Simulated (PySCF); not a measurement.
# Run report: C2H7ClSi2, geometry relaxation

C2H7ClSi2, SMILES ClC1[SiH2]C[SiH2]1, computed with PBE0-D3(BJ)/def2-SVP geometry optimisation, gas phase (PySCF 2.14.0).

It belongs to a series of runs on one base structure; here: constitutional isomer.

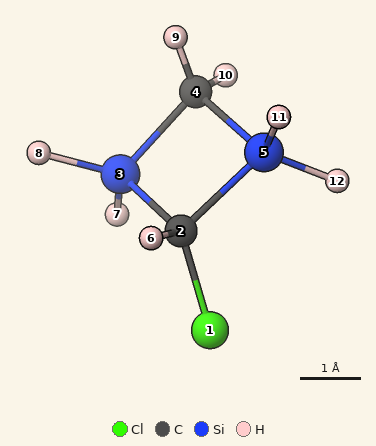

Fig. 1: The structure as given in the input (ball-and-stick view, seen at a tilt; atoms are numbered from 1 in the order of the input).

**Key numbers**

- outcome: converged
- total energy: −1118.733515 hartree
- dipole moment: 2.26 D
- point group: Cs
- hardware: 1 CPU thread, shared host
- wall time: 2.2 min
- peak memory: 0.49 GiB

**Input file**
```
{"job": {"xc": "PBE0", "basis": "def2-SVP", "d3": "d3bj", "grid": 1, "shake": 0.01, "kind": "geom"}, "charge": 0, "multiplicity": 1}
Cl    -0.200910    -2.759560     0.362550
C     -0.011190    -1.179140    -0.501940
Si     1.366080    -0.035240     0.197070
C      0.066460     1.322880     0.351830
Si    -1.387820     0.133630    -0.185510
H      0.118210    -1.444260    -1.548370
H      1.930190    -0.509010     1.477630
H      2.472560     0.251130    -0.756880
H      0.176830     2.167170    -0.298110
H     -0.079240     1.741440     1.360120
H     -2.123840     0.527190    -1.373160
H     -2.287630    -0.244500     0.905740
```

The first line tells a small driver script what to run in PySCF; the rest is the geometry in Å.

Launched with:
```bash
OMP_NUM_THREADS=1 python <driver script> task.json out
```

**The program's output**
```
step   0  E = -1118.72687209  max force = 0.039374
step   1  E = -1118.72518823  max force = 0.029404
step   2  E = -1118.73118450  max force = 0.010075
step   3  E = -1118.73232059  max force = 0.002232
step   4  E = -1118.73241283  max force = 0.000931
step   5  E = -1118.73244052  max force = 0.000849
step   6  E = -1118.73248380  max force = 0.001251
step   7  E = -1118.73251212  max force = 0.000916
step   8  E = -1118.73254438  max force = 0.000762
step   9  E = -1118.73259555  max force = 0.001177
step  10  E = -1118.73271337  max force = 0.002790
step  11  E = -1118.73289767  max force = 0.003379
step  12  E = -1118.73317955  max force = 0.002637
step  13  E = -1118.73336066  max force = 0.001938
step  14  E = -1118.73346929  max force = 0.001269
step  15  E = -1118.73350562  max force = 0.000978
step  16  E = -1118.73351479  max force = 0.000375
optimisation converged
```

**Trajectory as extended XYZ (Å, eV, eV/Å), 17 frames, from step=0 to step=16**
```
12
Properties=species:S:1:pos:R:3:forces:R:3 step=0 energy=-30442.10877
Cl   -0.2009   -2.7596    0.3625   -0.0361   0.1427  -0.0629
C    -0.0112   -1.1791   -0.5019   -0.0818  -0.7880   0.4355
Si    1.3661   -0.0352    0.1971   -0.6523  -0.0071  -0.3007
C     0.0665    1.3229    0.3518   -0.9814  -0.2996   0.7186
Si   -1.3878    0.1336   -0.1855    2.0247   0.0796   0.5752
H     0.1182   -1.4443   -1.5484    0.0685   0.0099  -0.5206
H     1.9302   -0.5090    1.4776    0.0525  -0.0953   0.2236
H     2.4726    0.2511   -0.7569    0.0749   0.0165  -0.0962
H     0.1768    2.1672   -0.2981    0.2254   0.8409  -0.7501
H    -0.0792    1.7414    1.3601    0.0681  -0.0432   0.0785
H    -2.1238    0.5272   -1.3732   -0.4318   0.2488  -0.6552
H    -2.2876   -0.2445    0.9057   -0.3307  -0.1050   0.3542
12
Properties=species:S:1:pos:R:3:forces:R:3 step=1 energy=-30442.06295
Cl    1.3784   -2.3565    0.7953   -0.1149   0.2060  -0.1816
C     0.9125   -0.9971   -0.2890    0.2163   0.0838   0.1716
Si    0.8874    0.7788    0.5332    1.3138  -0.3561   0.0517
C    -0.8958    1.0812    0.1217   -0.4266   0.1646  -0.0051
Si   -0.9235   -0.7308   -0.5625   -1.5120   0.7700   0.1488
H     1.4895   -1.0976   -1.2219    0.0692   0.1396   0.1075
H     1.2562    0.6197    1.9670   -0.0873   0.0999   0.0953
H     1.9028    1.6469   -0.1522   -0.1596   0.0944   0.0585
H    -1.0382    1.9071   -0.6063    0.0171  -0.3747   0.0701
H    -1.5804    1.2770    0.9779    0.3217  -0.1884  -0.3017
H    -1.5332   -0.6868   -1.9239    0.2661  -0.3341  -0.2135
H    -1.8097   -1.5046    0.3471    0.0962  -0.3049  -0.0016
12
Properties=species:S:1:pos:R:3:forces:R:3 step=2 energy=-30442.22611
Cl    1.3340   -2.3409    0.7712    0.0163  -0.0595  -0.0053
C     0.8817   -0.9713   -0.2863    0.0073   0.0690   0.0771
Si    0.9339    0.7799    0.5462    0.3956  -0.4103  -0.1216
C    -0.8793    1.0812    0.1268   -0.0907  -0.0680  -0.0778
Si   -0.9895   -0.7146   -0.5578   -0.3509   0.5181   0.1945
H     1.4608   -1.0594   -1.2169    0.0527   0.0620  -0.0096
H     1.2805    0.6492    1.9918   -0.0753   0.0763   0.0057
H     1.9198    1.6736   -0.1393   -0.0763   0.0845   0.0364
H    -1.0174    1.8885   -0.6093   -0.0587  -0.0733  -0.0452
H    -1.5438    1.2808    0.9800    0.0040   0.0108   0.0273
H    -1.5102   -0.7638   -1.9597    0.1211  -0.1294  -0.0219
H    -1.8244   -1.5660    0.3396    0.0549  -0.0801  -0.0596
12
Properties=species:S:1:pos:R:3:forces:R:3 step=3 energy=-30442.25703
Cl    1.3191   -2.3598    0.7503    0.0184  -0.0210  -0.0144
C     0.8712   -0.9700   -0.2851   -0.0163  -0.0277   0.0370
Si    0.9540    0.7639    0.5445    0.0308  -0.1148  -0.0665
C    -0.8746    1.0855    0.1309    0.0103  -0.0021   0.0015
Si   -1.0116   -0.6911   -0.5439    0.0260   0.0732   0.0529
H     1.4503   -1.0459   -1.2180   -0.0091   0.0207  -0.0078
H     1.2748    0.6672    1.9975   -0.0344   0.0253   0.0092
H     1.9128    1.6881   -0.1352   -0.0062   0.0342   0.0134
H    -1.0189    1.8784   -0.6175   -0.0318   0.0087  -0.0319
H    -1.5302    1.2960    0.9878   -0.0028   0.0360   0.0333
H    -1.4790   -0.7930   -1.9607    0.0190  -0.0183  -0.0060
H    -1.8220   -1.5820    0.3357   -0.0040  -0.0142  -0.0207
12
Properties=species:S:1:pos:R:3:forces:R:3 step=4 energy=-30442.25954
Cl    1.3222   -2.3709    0.7392    0.0092   0.0038  -0.0178
C     0.8693   -0.9738   -0.2846   -0.0060  -0.0279   0.0479
Si    0.9570    0.7576    0.5433   -0.0070   0.0017  -0.0323
C    -0.8727    1.0889    0.1320    0.0046  -0.0014  -0.0023
Si   -1.0140   -0.6868   -0.5377    0.0352  -0.0155   0.0120
H     1.4447   -1.0439   -1.2203   -0.0180   0.0162  -0.0132
H     1.2642    0.6753    2.0001   -0.0154  -0.0017   0.0037
H     1.9094    1.6924   -0.1323    0.0105   0.0014   0.0123
H    -1.0198    1.8769   -0.6220   -0.0118  -0.0032  -0.0102
H    -1.5236    1.3081    0.9914    0.0109   0.0166   0.0084
H    -1.4687   -0.8000   -1.9579   -0.0010   0.0067  -0.0011
H    -1.8221   -1.5865    0.3351   -0.0112   0.0032  -0.0074
12
Properties=species:S:1:pos:R:3:forces:R:3 step=5 energy=-30442.26029
Cl    1.3295   -2.3755    0.7317    0.0066   0.0070  -0.0137
C     0.8688   -0.9753   -0.2834   -0.0005  -0.0241   0.0437
Si    0.9574    0.7557    0.5433   -0.0074   0.0373  -0.0178
C    -0.8716    1.0899    0.1309    0.0017  -0.0001  -0.0068
Si   -1.0141   -0.6874   -0.5337    0.0140  -0.0261  -0.0014
H     1.4395   -1.0402   -1.2223   -0.0167   0.0140  -0.0146
H     1.2558    0.6777    2.0023   -0.0083  -0.0116   0.0016
H     1.9115    1.6921   -0.1281    0.0139  -0.0079   0.0121
H    -1.0204    1.8740   -0.6272   -0.0030  -0.0085  -0.0025
H    -1.5193    1.3154    0.9913    0.0104   0.0069   0.0005
H    -1.4662   -0.8017   -1.9548   -0.0032   0.0077   0.0001
H    -1.8248   -1.5873    0.3364   -0.0075   0.0053  -0.0013
12
Properties=species:S:1:pos:R:3:forces:R:3 step=6 energy=-30442.26147
Cl    1.3512   -2.3826    0.7133    0.0039   0.0065  -0.0042
C     0.8679   -0.9768   -0.2803    0.0051  -0.0122   0.0237
Si    0.9571    0.7538    0.5445    0.0000   0.0643   0.0018
C    -0.8694    1.0916    0.1256   -0.0006   0.0039  -0.0072
Si   -1.0149   -0.6909   -0.5242   -0.0232  -0.0232  -0.0207
H     1.4255   -1.0281   -1.2283   -0.0107   0.0076  -0.0114
H     1.2355    0.6777    2.0077    0.0000  -0.0220  -0.0007
H     1.9220    1.6886   -0.1138    0.0131  -0.0138   0.0113
H    -1.0213    1.8659   -0.6424    0.0109  -0.0118   0.0058
H    -1.5107    1.3318    0.9871    0.0028  -0.0069  -0.0105
H    -1.4646   -0.8062   -1.9461   -0.0044   0.0014   0.0019
H    -1.8322   -1.5876    0.3431    0.0032   0.0063   0.0101
12
Properties=species:S:1:pos:R:3:forces:R:3 step=7 energy=-30442.26224
Cl    1.3740   -2.3856    0.6950    0.0034   0.0013   0.0021
C     0.8671   -0.9763   -0.2787    0.0034   0.0007   0.0041
Si    0.9563    0.7539    0.5468    0.0069   0.0471   0.0078
C    -0.8674    1.0935    0.1182   -0.0004   0.0052   0.0014
Si   -1.0166   -0.6950   -0.5153   -0.0341  -0.0076  -0.0307
H     1.4111   -1.0144   -1.2355   -0.0040   0.0024  -0.0052
H     1.2156    0.6712    2.0131    0.0012  -0.0206  -0.0012
H     1.9358    1.6846   -0.0954    0.0072  -0.0084   0.0097
H    -1.0202    1.8584   -0.6589    0.0181  -0.0091   0.0060
H    -1.5047    1.3463    0.9791   -0.0070  -0.0101  -0.0149
H    -1.4673   -0.8136   -1.9367   -0.0062  -0.0072   0.0033
H    -1.8376   -1.5858    0.3544    0.0113   0.0063   0.0175
12
Properties=species:S:1:pos:R:3:forces:R:3 step=8 energy=-30442.26312
Cl    1.4053   -2.3865    0.6686    0.0031  -0.0070   0.0054
C     0.8661   -0.9736   -0.2790   -0.0025   0.0155  -0.0155
Si    0.9547    0.7545    0.5510    0.0126   0.0013   0.0075
C    -0.8641    1.0969    0.1058   -0.0006   0.0024   0.0199
Si   -1.0197   -0.7000   -0.5041   -0.0254   0.0146  -0.0392
H     1.3920   -0.9949   -1.2470    0.0036  -0.0007   0.0034
H     1.1874    0.6549    2.0209   -0.0009  -0.0110  -0.0006
H     1.9554    1.6802   -0.0643   -0.0018   0.0035   0.0066
H    -1.0144    1.8499   -0.6829    0.0230  -0.0024  -0.0004
H    -1.4997    1.3650    0.9631   -0.0190  -0.0049  -0.0162
H    -1.4763   -0.8292   -1.9226   -0.0104  -0.0173   0.0060
H    -1.8407   -1.5798    0.3767    0.0182   0.0061   0.0231
12
Properties=species:S:1:pos:R:3:forces:R:3 step=9 energy=-30442.26451
Cl    1.4504   -2.3857    0.6255    0.0009  -0.0164   0.0045
C     0.8653   -0.9679   -0.2832   -0.0094   0.0286  -0.0292
Si    0.9520    0.7540    0.5588    0.0129  -0.0605   0.0035
C    -0.8582    1.1028    0.0853   -0.0049  -0.0045   0.0499
Si   -1.0242   -0.7062   -0.4882   -0.0009   0.0387  -0.0478
H     1.3653   -0.9652   -1.2658    0.0131   0.0004   0.0113
H     1.1427    0.6241    2.0326   -0.0034   0.0049   0.0007
H     1.9823    1.6756   -0.0110   -0.0116   0.0181   0.0007
H    -0.9992    1.8390   -0.7201    0.0277   0.0045  -0.0120
H    -1.4961    1.3927    0.9334   -0.0305   0.0078  -0.0178
H    -1.4962   -0.8595   -1.8993   -0.0176  -0.0270   0.0099
H    -1.8380   -1.5663    0.4183    0.0238   0.0055   0.0263
12
Properties=species:S:1:pos:R:3:forces:R:3 step=10 energy=-30442.26772
Cl    1.5262   -2.3819    0.5408   -0.0104  -0.0257   0.0003
C     0.8647   -0.9563   -0.2955   -0.0109   0.0397  -0.0380
Si    0.9463    0.7498    0.5755    0.0029  -0.1435  -0.0070
C    -0.8454    1.1133    0.0469   -0.0192  -0.0154   0.1025
Si   -1.0311   -0.7150   -0.4606    0.0429   0.0627  -0.0616
H     1.3203   -0.9100   -1.2994    0.0256   0.0084   0.0202
H     1.0588    0.5635    2.0515   -0.0037   0.0306   0.0047
H     2.0220    1.6683    0.0931   -0.0219   0.0351  -0.0116
H    -0.9610    1.8195   -0.7882    0.0360   0.0093  -0.0319
H    -1.4937    1.4428    0.8720   -0.0419   0.0299  -0.0216
H    -1.5399   -0.9217   -1.8517   -0.0280  -0.0353   0.0169
H    -1.8212   -1.5350    0.5020    0.0286   0.0042   0.0272
12
Properties=species:S:1:pos:R:3:forces:R:3 step=11 energy=-30442.27273
Cl    1.5845   -2.3765    0.4579   -0.0249  -0.0322  -0.0007
C     0.8653   -0.9433   -0.3122   -0.0034   0.0258  -0.0412
Si    0.9391    0.7420    0.5940   -0.0098  -0.1738  -0.0158
C    -0.8322    1.1223    0.0118   -0.0431  -0.0279   0.1384
Si   -1.0356   -0.7201   -0.4383    0.0831   0.0709  -0.0606
H     1.2866   -0.8577   -1.3291    0.0299   0.0223   0.0241
H     0.9821    0.5041    2.0665   -0.0025   0.0474   0.0073
H     2.0462    1.6616    0.1933   -0.0241   0.0409  -0.0217
H    -0.9122    1.8015   -0.8491    0.0395   0.0074  -0.0482
H    -1.4984    1.4873    0.8068   -0.0392   0.0495  -0.0230
H    -1.5899   -0.9858   -1.8014   -0.0314  -0.0312   0.0205
H    -1.7895   -1.4983    0.5860    0.0258   0.0009   0.0209
12
Properties=species:S:1:pos:R:3:forces:R:3 step=12 energy=-30442.28040
Cl    1.6330   -2.3718    0.3505   -0.0377  -0.0296  -0.0057
C     0.8671   -0.9233   -0.3426    0.0046  -0.0455  -0.0341
Si    0.9250    0.7246    0.6222   -0.0190  -0.1103  -0.0116
C    -0.8156    1.1327   -0.0292   -0.0916  -0.0534   0.1356
Si   -1.0386   -0.7222   -0.4177    0.1356   0.0715  -0.0231
H     1.2622   -0.7883   -1.3649    0.0236   0.0440   0.0243
H     0.8912    0.4264    2.0843   -0.0005   0.0480   0.0048
H     2.0543    1.6545    0.3192   -0.0183   0.0309  -0.0287
H    -0.8276    1.7784   -0.9193    0.0313  -0.0045  -0.0577
H    -1.5182    1.5413    0.7112   -0.0067   0.0705  -0.0153
H    -1.6685   -1.0753   -1.7262   -0.0244  -0.0079   0.0144
H    -1.7183   -1.4398    0.6988    0.0032  -0.0138  -0.0028
12
Properties=species:S:1:pos:R:3:forces:R:3 step=13 energy=-30442.28533
Cl    1.5929   -2.3858    0.3698   -0.0242  -0.0003  -0.0264
C     0.8685   -0.9249   -0.3478   -0.0071  -0.0771  -0.0006
Si    0.9234    0.7197    0.6230   -0.0117  -0.0027   0.0170
C    -0.8220    1.1315   -0.0150   -0.0653  -0.0577   0.0524
Si   -1.0353   -0.7165   -0.4317    0.0997   0.0364   0.0222
H     1.2926   -0.7969   -1.3585    0.0147   0.0350   0.0109
H     0.9198    0.4406    2.0889   -0.0006   0.0185  -0.0030
H     2.0317    1.6645    0.2879   -0.0058   0.0096  -0.0170
H    -0.8177    1.7851   -0.9006    0.0103  -0.0067  -0.0357
H    -1.5352    1.5350    0.7181    0.0184   0.0586  -0.0087
H    -1.6745   -1.0693   -1.7356   -0.0178   0.0045   0.0035
H    -1.6982   -1.4458    0.6878   -0.0106  -0.0181  -0.0146
12
Properties=species:S:1:pos:R:3:forces:R:3 step=14 energy=-30442.28829
Cl    1.5989   -2.3995    0.3233   -0.0171   0.0120  -0.0148
C     0.8687   -0.9240   -0.3538   -0.0092  -0.0273   0.0187
Si    0.9181    0.7109    0.6349    0.0018   0.0652   0.0173
C    -0.8186    1.1326   -0.0220   -0.0252  -0.0408   0.0130
Si   -1.0333   -0.7168   -0.4204    0.0147  -0.0190   0.0043
H     1.2874   -0.7660   -1.3624    0.0110   0.0164   0.0012
H     0.8923    0.4349    2.1007    0.0094  -0.0073  -0.0003
H     2.0263    1.6622    0.3159    0.0038  -0.0105  -0.0104
H    -0.7879    1.7634   -0.9250    0.0108  -0.0155  -0.0071
H    -1.5354    1.5685    0.6886    0.0188   0.0238  -0.0087
H    -1.6948   -1.0877   -1.7082   -0.0106   0.0115  -0.0019
H    -1.6756   -1.4412    0.7147   -0.0081  -0.0086  -0.0113
12
Properties=species:S:1:pos:R:3:forces:R:3 step=15 energy=-30442.28927
Cl    1.5933   -2.4057    0.3173   -0.0008   0.0011  -0.0003
C     0.8676   -0.9253   -0.3500   -0.0053   0.0068   0.0096
Si    0.9181    0.7117    0.6380   -0.0009   0.0503   0.0087
C    -0.8198    1.1294   -0.0179    0.0023  -0.0112   0.0025
Si   -1.0331   -0.7186   -0.4186   -0.0242  -0.0248  -0.0022
H     1.2897   -0.7587   -1.3560    0.0036   0.0019  -0.0033
H     0.8984    0.4452    2.1056    0.0096  -0.0113   0.0000
H     2.0239    1.6620    0.3070    0.0043  -0.0129  -0.0035
H    -0.7844    1.7524   -0.9266    0.0075  -0.0105   0.0046
H    -1.5327    1.5776    0.6887    0.0057   0.0040  -0.0119
H    -1.6954   -1.0801   -1.7090   -0.0014   0.0085  -0.0020
H    -1.6795   -1.4527    0.7079   -0.0004  -0.0019  -0.0023
12
Properties=species:S:1:pos:R:3:forces:R:3 step=16 energy=-30442.28952
Cl    1.5994   -2.4056    0.3024    0.0028  -0.0024   0.0068
C     0.8664   -0.9226   -0.3498   -0.0015   0.0085  -0.0020
Si    0.9161    0.7119    0.6433   -0.0007   0.0173   0.0001
C    -0.8188    1.1281   -0.0207    0.0075  -0.0004   0.0068
Si   -1.0346   -0.7212   -0.4144   -0.0193  -0.0079   0.0004
H     1.2855   -0.7456   -1.3556   -0.0019  -0.0037  -0.0024
H     0.8932    0.4407    2.1100    0.0049  -0.0049  -0.0008
H     2.0257    1.6587    0.3161    0.0020  -0.0056  -0.0010
H    -0.7736    1.7414   -0.9355    0.0038  -0.0041   0.0022
H    -1.5327    1.5887    0.6766   -0.0028  -0.0009  -0.0082
H    -1.7036   -1.0838   -1.7012    0.0039   0.0047  -0.0024
H    -1.6772   -1.4535    0.7152    0.0012  -0.0005   0.0004
```

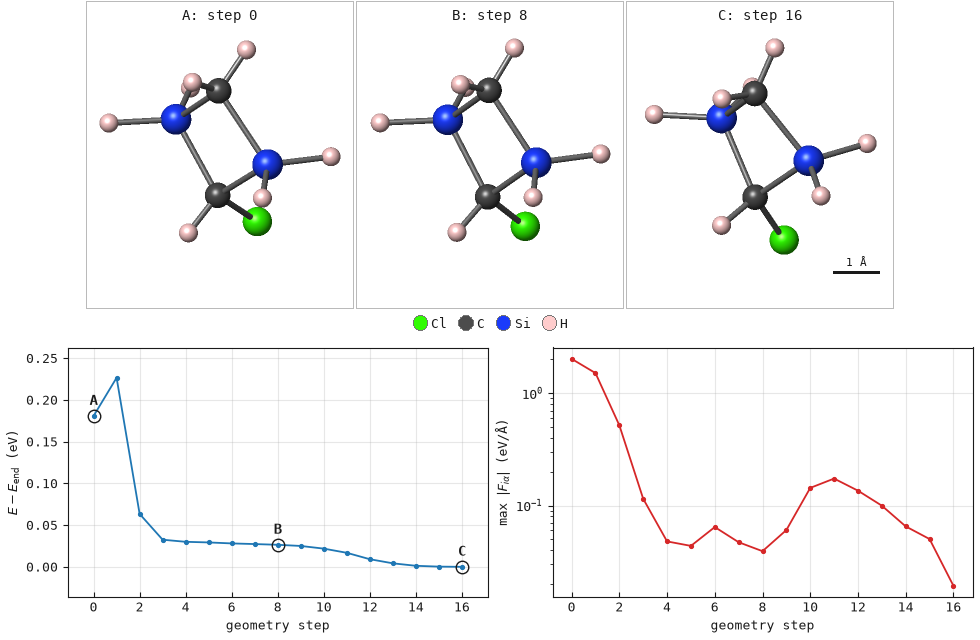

Fig. 2: Frames of the relaxation (ball-and-stick view, seen at a tilt) above the curves, on which the letters mark them (steps are counted from 0).

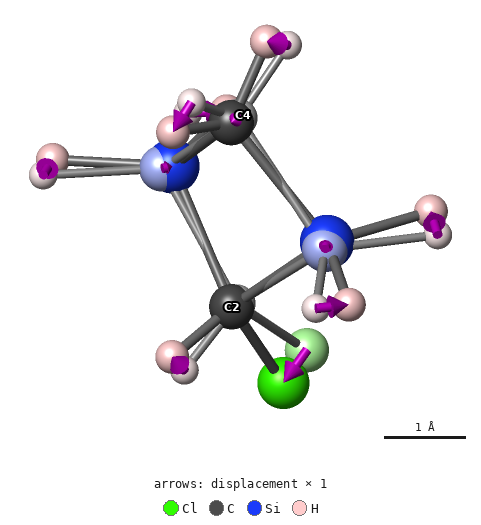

Fig. 3: Start (faint) and end (solid) with the displacements as pink arrows, at true length (ball-and-stick view, seen at a tilt). The two geometries are laid on each other by the best rigid fit. The largest move after the best rigid fit is that of Cl1, 0.52 Å. Largest moves by element: Cl 0.52 Å, H 0.49 Å, C 0.16 Å, Si 0.16 Å. Distances before and after: C4–Si5 1.954 → 1.903 Å, Si5–H11 1.452 → 1.495 Å, Cl1–C2 1.811 → 1.778 Å, C4–H9 1.071 → 1.102 Å. Among the angles that change: Cl1–C2–Si3 114.9° → 120.8°, Si3–C2–Si5 92.7° → 87.3°, Si3–C2–H6 114.2° → 109.0°. The energy falls by 0.181 eV in 16 geometry steps. The largest force component goes from 2 to 0.019 eV/Å. (Atoms are counted from 1 in the order of the input.)
